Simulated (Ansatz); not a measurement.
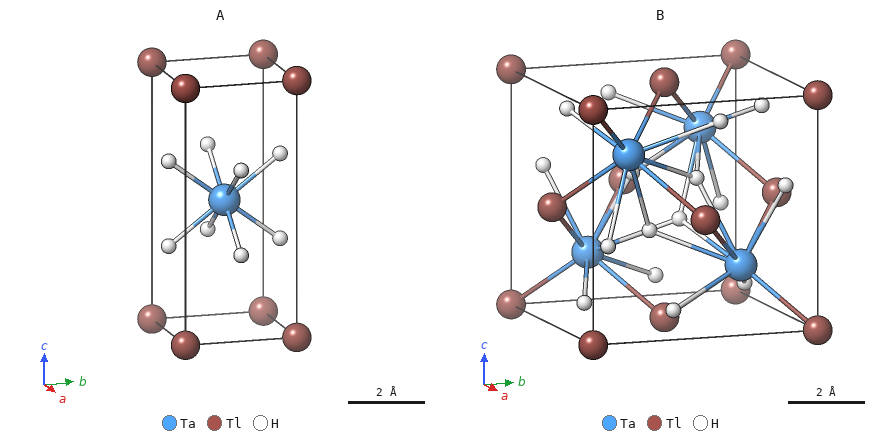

Two structures of TaTlH₄, each relaxed to rest (conventional cells in solid outline, small ones repeated, not to one scale). Method: Ansatz, DFT PBE, scalar-relativistic, plane waves, PAW, without spin polarisation.

Which structures are these?

A: 6 atoms a cell on a primitive tetragonal lattice, P4/mmm. B: 24 atoms a cell on a face-centred cubic lattice, F-43m.

Which polymorph is favoured?

A is lower, by 1167 meV/atom at this level of theory (energies at zero smearing). Volumes: A 11.3, B 10.4 Å³/atom.

One or both may be structure types tried for this composition rather than known phases.
